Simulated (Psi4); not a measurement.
# MP3/def2-TZVP (core potential) run of ZrO2 (zirconia)

What is the vertical singlet–triplet gap of ZrO2 (zirconia) at MP3/def2-TZVP (core potential)? 

The calculation is run with Psi4 1.11.

1 further run of the same task is left out (set aside as unsound or not needed).

## 1. The structure to begin with

The species is ZrO2 (3 atoms), meant as a singlet with charge 0. As SMILES, `[O]=[Zr]=[O]`. Geometry: relaxed at PBE0-D4/def2-TZVP.

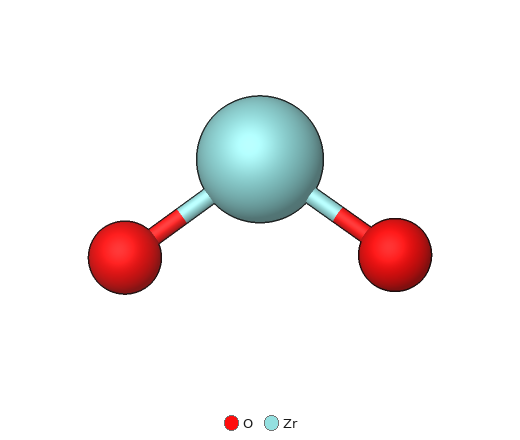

The structure, seen from a chosen angle (oxygen red, zirconium light teal).

## 2. A single-point energy at MP3/def2-TZVP (core potential)

Input file o2zr_ase.py:

```python
import numpy as np
from ase.calculators.psi4 import Psi4
from ase import Atoms

atoms = Atoms(['O', 'Zr', 'O'], positions=[
    [0.654500, 1.252500, 0.388400],
    [0.348500, -0.481700, 0.351800],
    [-1.003000, -0.770800, -0.740100],
])
calc = Psi4(atoms=atoms, method='mp3', basis='def2-TZVP', memory='1600MB', num_threads=1, charge=0, multiplicity=1, label='psi4-calc')
calc.psi4.set_options({'puream': True, 'e_convergence': 1e-09, 'd_convergence': 1e-08, 'scf_type': 'pk', 'num_frozen_docc': 2, 'mp_type': 'conv'})
atoms.calc = calc

print(f'energy: {atoms.get_potential_energy():.6f} eV')
```

Launch:

```bash
$ python o2zr_ase.py
```

psi4-calc.dat:

```text
[...]
    !!!  WARNING: ECP capability is in beta. Please check occupations closely.  !!!
[...]
  Running in c1 symmetry.
[...]
  Nuclear repulsion =   69.572827701783439
[...]
  Multiplicity = 1
[...]
  Nalpha       = 14
  Nbeta        = 14
[...]
    Number of basis functions: 102
[...]
   @RHF iter   1:  -195.73836914883194   -6.24462e-01   1.11408e-02 DIIS/ADIIS
[...]
   @RHF iter  15:  -196.32596880360703   -1.04592e-11   7.12470e-09 DIIS
[...]
    Orbital Energies [Eh]
    ---------------------
    Doubly Occupied:
       1A    -20.477820     2A    -20.477817     3A     -2.548538
       4A     -1.583697     5A     -1.562867     6A     -1.531887
       7A     -1.116879     8A     -1.095951     9A     -0.478691
      10A     -0.457115    11A     -0.431460    12A     -0.411277
      13A     -0.404741    14A     -0.383774
[...]
  @RHF Final Energy:  -196.32596880360703
   => Energetics <=
    Nuclear Repulsion Energy =             69.5728277017834387
    One-Electron Energy =                -425.8725639971452210
    Two-Electron Energy =                 159.9737674917547281
    Total Energy =                       -196.3259688036070258
[...]
 Multipole Moments:
 ------------------------------------------------------------------------------------
     Multipole            Electronic (a.u.)      Nuclear  (a.u.)        Total (a.u.)
 ------------------------------------------------------------------------------------
 L = 1.  Multiply by 2.5417464519 to convert [e a0] to [Debye]
 Dipole X            :         10.4265758           -8.5466382            1.8799375
 Dipole Y            :        -14.4117575           11.8132443           -2.5985132
 Dipole Z            :         10.5243153           -8.6267502            1.8975651
 Magnitude           :                                                    3.7265519
[...]
	SCS-MP2 Total Energy (a.u.)        :  -197.10274668655040
	SOS-MP2 Total Energy (a.u.)        :  -197.08068979955306
[...]
	SOS-PI-MP2 Total Energy (a.u.)     :  -197.13874526077967
[...]
	MP2 Total Energy (a.u.)            :  -197.14686046054510
[...]
	SCS-MP3 Total Energy (a.u.)        :  -197.08413690378333
[...]
	MP3 Total Energy (a.u.)            :  -197.07242132947678
[...]
```

The script printed:

```text
energy: -5362.613732 eV
```

Run time: 16 s. Hardware: 1 thread of Intel Xeon Platinum 8259CL at 2.50GHz (Skylake/Cascade Lake), shared host; peak memory 1.1 GiB.

## 3. The triplet

Input file job.inp:

```
memory 1600 mb

molecule molecule1 {
  0 3
  O      1.23682575     2.36688197     0.73396963
  Zr     0.65856955    -0.91028107     0.66480565
  O     -1.89539530    -1.45660090    -1.39858630
  units bohr
  symmetry c1
  no_reorient
  no_com
}

set reference uhf
set puream true
set e_convergence 1e-09
set d_convergence 1e-08
set scf_type pk
set num_frozen_docc 2
set maxiter 100
set mp_type conv

energy_value, wavefunction = energy('mp3/def2-TZVP', return_wfn=True)
```

Launch:

```bash
$ psi4 job.inp job.out -n 1
```

job.out:

```text
[...]
    !!!  WARNING: ECP capability is in beta. Please check occupations closely.  !!!
[...]
  Running in c1 symmetry.
[...]
  Nuclear repulsion =   69.572827836937932
[...]
  Multiplicity = 3
[...]
  Nalpha       = 15
  Nbeta        = 13
[...]
    Number of basis functions: 102
[...]
   @UHF iter   1:  -195.91428838047864   -8.12751e-01   8.01797e-03 ADIIS/DIIS
[...]
   @UHF iter  43:  -196.28841662117554   -1.35287e-11   8.35510e-09 DIIS
[...]
   @S^2 Observed:                2.160052939E+00
[...]
    Orbital Energies [Eh]
    ---------------------
    Alpha Occupied:
       1A    -20.623202     2A    -20.568604     3A     -2.578499
       4A     -1.635501     5A     -1.589915     6A     -1.553134
       7A     -1.278393     8A     -1.209228     9A     -0.667465
      10A     -0.585671    11A     -0.576411    12A     -0.554127
      13A     -0.513206    14A     -0.512271    15A     -0.255795
    Alpha Virtual:
      16A      0.000461    17A      0.020966    18A      0.047834
      19A      0.092716    20A      0.096040    21A      0.113733
      22A      0.125712    23A      0.134633    24A      0.199933
      25A      0.206914    26A      0.238238    27A      0.240163
[...]
  @UHF Final Energy:  -196.28841662117554
   => Energetics <=
    Nuclear Repulsion Energy =             69.5728278369379325
    One-Electron Energy =                -423.8470891610118088
    Two-Electron Energy =                 157.9858447028983619
    Total Energy =                       -196.2884166211755428
  UHF NO Occupations:
  HONO-2 :   13  A 1.9227002
  HONO-1 :   14  A 1.0000000
[...]
 Multipole Moments:
 ------------------------------------------------------------------------------------
     Multipole            Electronic (a.u.)      Nuclear  (a.u.)        Total (a.u.)
 ------------------------------------------------------------------------------------
 L = 1.  Multiply by 2.5417464519 to convert [e a0] to [Debye]
 Dipole X            :         -1.7703466            2.6342782            0.8639316
 Dipole Y            :          3.0707921           -3.6411243           -0.5703321
 Dipole Z            :         -1.8674251            2.6607344            0.7933094
 Magnitude           :                                                    1.3042225
[...]
	SCS-MP2 Total Energy (a.u.)        :  -196.98427474134493
	SOS-MP2 Total Energy (a.u.)        :  -196.96410041927217
[...]
	SOS-PI-MP2 Total Energy (a.u.)     :  -197.01607609604883
[...]
	MP2 Total Energy (a.u.)            :  -197.02462338549051
[...]
	SCS-MP3 Total Energy (a.u.)        :  -196.97737247907594
[...]
	MP3 Total Energy (a.u.)            :  -196.99701433641454
[...]
```

Run time: 34 s. Hardware: 1 thread of Intel Xeon Platinum 8259CL at 2.50GHz (Skylake/Cascade Lake), shared host; peak memory 1.2 GiB.

## 4. Outcome

Level: MP3/def2-TZVP (core potential), 2 core orbitals frozen.

| quantity | value |
| --- | --- |
| singlet: total energy | -197.07242 Eh |
| singlet: HOMO energy (Hartree–Fock orbitals) | -10.44 eV |
| singlet: LUMO energy (Hartree–Fock orbitals) | -1.18 eV |
| singlet: HOMO–LUMO gap (Hartree–Fock orbitals) | 9.26 eV |
| singlet: correlation energy (2 core orbitals frozen) | -746.5 mEh |
| triplet: total energy | -196.99701 Eh |
| triplet: HOMO energy (Hartree–Fock orbitals) (highest over α and β) | -6.96 eV |
| triplet: LUMO energy (Hartree–Fock orbitals) (lowest over α and β) | -0.03 eV |
| triplet: correlation energy (2 core orbitals frozen) | -708.6 mEh |
| triplet: ⟨S²⟩ of the reference determinant | 2.160 |
| vertical energy of the triplet above the singlet | 2.052 eV |

At this shape the triplet lies 2.05 eV (198 kJ/mol) above the singlet. ⟨S²⟩ (triplet) is 2.16 where a pure triplet has 2.00: the reference is spin-contaminated.
